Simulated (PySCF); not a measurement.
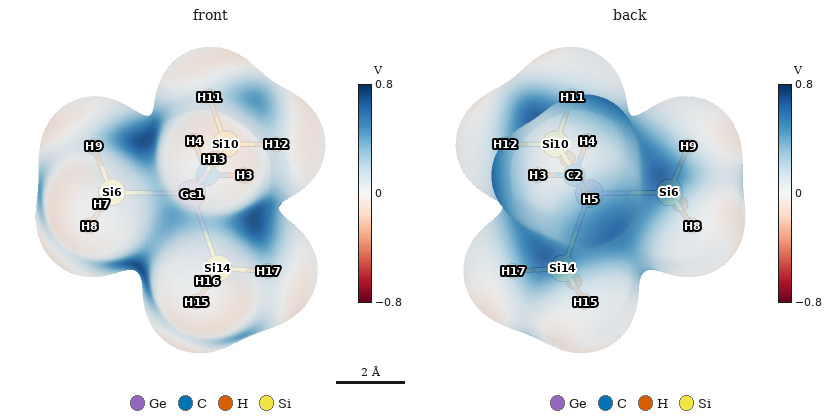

CH12GeSi3 (SMILES [CH3][Ge]([SiH3])([SiH3])[SiH3]). The electrostatic potential painted on the density surface at 0.001 e/bohr³, seen from the front and from behind; the colour scale runs from red (negative) to blue (positive).

Geometry: PBE0-D3(BJ)/def2-SVP.

The calculation used CAM-B3LYP/def2-SVPD, SCF density, gas phase (PySCF 2.14.0).

```csv
atom,x (Å),y (Å),z (Å)
Ge,-0.0003,-0.0013,0.1675
C,0.0262,-0.0406,2.1362
H,-1.0000,-0.0325,2.5304
H,0.5625,0.8372,2.5243
H,0.5341,-0.9497,2.4889
Si,2.2209,0.0133,-0.6950
H,2.1882,0.1124,-2.1871
H,2.9433,-1.2421,-0.3174
H,2.9892,1.1793,-0.1559
Si,-1.1269,1.9425,-0.6316
H,-0.4418,3.1860,-0.1577
H,-2.5424,1.9689,-0.1460
H,-1.1351,1.9413,-2.1271
Si,-1.1259,-1.9161,-0.6987
H,-0.4261,-3.1737,-0.2879
H,-1.1619,-1.8539,-2.1925
H,-2.5326,-1.9715,-0.1901
```

Describe the electrostatic potential map.

Answer. The most negative region (about −0.1 V) lies over the H atoms, the most positive (about +0.7 V) over Si6, Si10 and Si14.
